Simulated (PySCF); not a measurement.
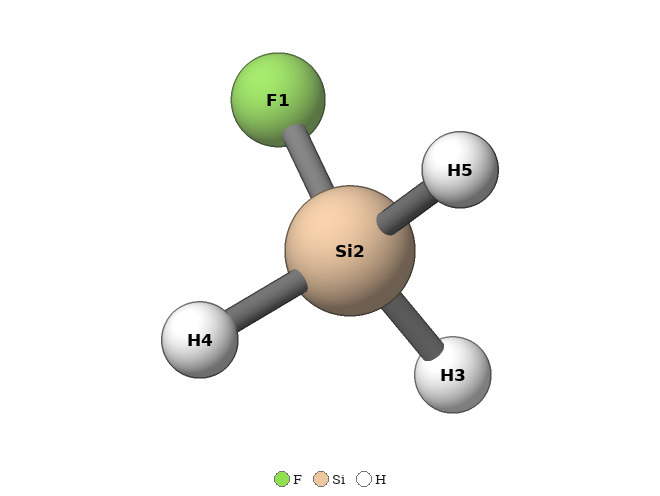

The computed structure is the end point of a PBE0-D3(BJ)/def2-SVP optimisation. No frequency run is at hand to confirm it as a minimum. Method: B3LYP/aug-cc-pVTZ-J indirect spin-spin coupling, non-relativistic, gas phase (PySCF 2.14.0). Isotopes: 19F, 1H, 29Si.

Give the spin–spin coupling constants of these pairs, with the number of bonds between them: F1/Si2, Si2/H5, Si2/H3, Si2/H4, F1/H3, F1/H5, F1/H4, H3/H5, H3/H4, H4/H5.

| pair | bonds apart | J (Hz) |
| --- | --- | --- |
| F1, Si2 | 1 | 391.3 |
| Si2, H5 | 1 | −246.4 |
| Si2, H3 | 1 | −246.4 |
| Si2, H4 | 1 | −246.3 |
| F1, H3 | 2 | 44.8 |
| F1, H5 | 2 | 44.8 |
| F1, H4 | 2 | 44.5 |
| H3, H5 | 2 | 19.1 |
| H3, H4 | 2 | 19.0 |
| H4, H5 | 2 | 19.1 |

Density functionals are unreliable for couplings to fluorine, so those rows may be far off.
